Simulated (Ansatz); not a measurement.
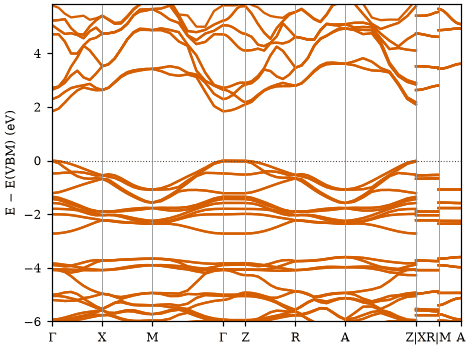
Figure. Band structure from r²SCAN with spin–orbit coupling (plane waves, PAW; program Ansatz)

Task: Read off the gap and where the band edges lie.

Result: About 1.8 eV (1.84 eV by a search for the band edges); maximum at Γ, minimum at Γ.

The material is BaCuSF in space group P4/nmm (No. 129; Ba on 2c, Cu on 2b, S on 2c, F on 2a).

The first step of the workflow began from a Materials Project structure, measured or hypothetical; the Crystallography Open Database copy checked does not list it. Its standing as an ambient phase is unchecked. The r²SCAN relaxation kept the symmetry of its start; whether a distortion lowers the energy is not shown. The run is not spin-polarised. No Hubbard U is applied.

Potentials: the later of the program's two PAW sets.
